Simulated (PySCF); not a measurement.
BH$_{9}$Si$_{3}$

Input

```
{"job": {"kind": "nmr", "xc": "PBE0", "basis": "pcSseg-1"}, "charge": 0, "multiplicity": 1}
B     -2.223440     0.468128     0.220062
Si    -1.282884    -1.021326    -0.715919
Si     0.872044    -0.931806     0.252423
Si     1.859252     1.138090    -0.236767
H     -2.119290     1.605401    -0.175237
H     -2.821836     0.274759     1.251735
H     -1.848961    -2.386768    -0.480320
H     -1.087890    -0.812110    -2.186097
H      1.712874    -2.045586    -0.290867
H      0.767357    -1.094535     1.737494
H      3.249917     1.228076     0.305387
H      1.903279     1.337896    -1.718153
H      1.034249     2.230446     0.367656
```

Command:

```sh
OMP_NUM_THREADS=1 python probes_run.py task.json out
```

Geometry: PBE0-D3(BJ)/def2-SVP.

Method: PySCF 2.14.0, PBE0/pcSseg-1, SCF density, gas phase, non-relativistic.

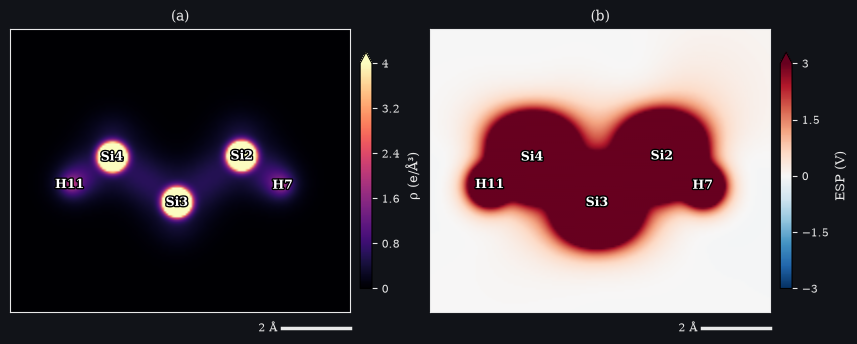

Figure 1. (a) total electron density; (b) molecular electrostatic potential on the plane of atoms Si2, Si3 and Si4.

What do the fields say about this system?

- The section cuts through Si and H sites.
- Si–Si (2.34 Å): ρ is about 0.63 e/Å³ halfway.
- Si–H (1.50 Å): the density is about 0.77 e/Å³ at the midpoint.
- The potential has no marked negative region in this plane.

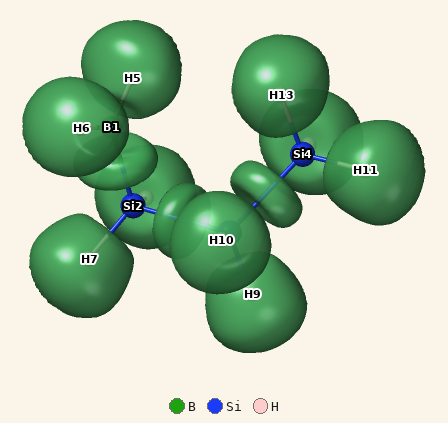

Figure 2. Isosurface of the ELF at 0.75 (green), seen across its widest extent. Core shells and regions of very low density are left out.

What do the ELF domains correspond to?

The ELF exceeds this value in one region between bonded B–Si atoms (shared pairs), two regions between bonded Si–Si atoms (shared pairs) and nine regions around hydrogen nuclei.


Si–B (1.99 Å): the ELF peaks at about 1 between the atoms, as expected for localised, covalent bonding. Si–Si (2.34 Å): the ELF peaks at about 1 between the atoms; localised, covalent bonding.

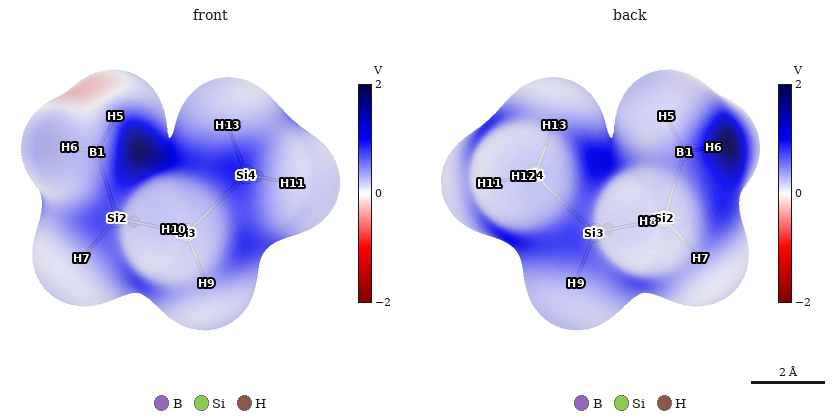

Figure 3. The molecular electrostatic potential painted on the density surface at 0.002 e/bohr³, seen from the front and from behind; red is negative and blue positive.

Describe the electrostatic potential map.

The most negative region (about −0.2 V) lies over H5, the most positive (about +1.9 V) over B1.
